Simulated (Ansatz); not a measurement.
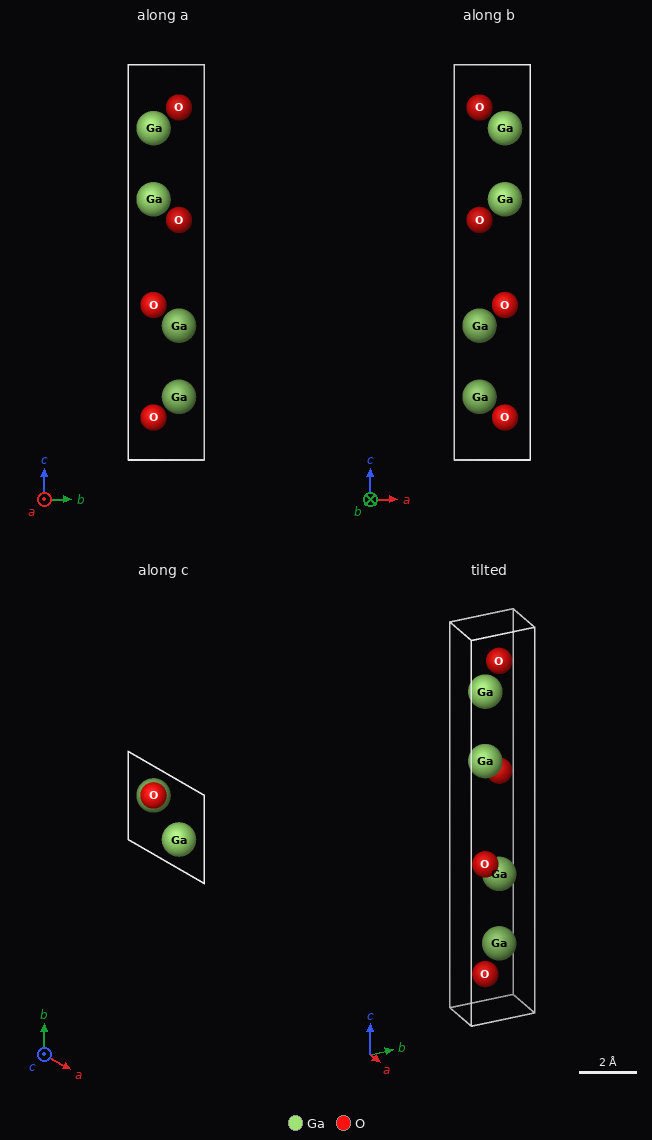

The figure gives a spheres-only picture of the atoms, viewed along the a axis, along the b axis, along the c axis and slightly off an axis. The edges of the conventional unit cell are marked.

Lattice parameters: a = 3.105 Å, b = 3.105 Å, c = 13.915 Å, α = 90.00°, β = 90.00°, γ = 120.00°.

Record the structure as a table of Wyckoff sites, with free fractional coordinates to two decimals.

Space group P6_3/mmc (No. 194).
| atom | site | x | y | z |
| --- | --- | --- | --- | --- |
| Ga | 4f | 0.3333 | 0.6667 | 0.16 |
| O | 4f | 0.3333 | 0.6667 | 0.61 |

Origin of the cell: a structure type filled with these elements by a generator (whether the compound takes this form wasn't checked). The atoms were relaxed in a fixed cell with DFT PBE, scalar-relativistic, plane waves, PAW in Ansatz 0.2.0.
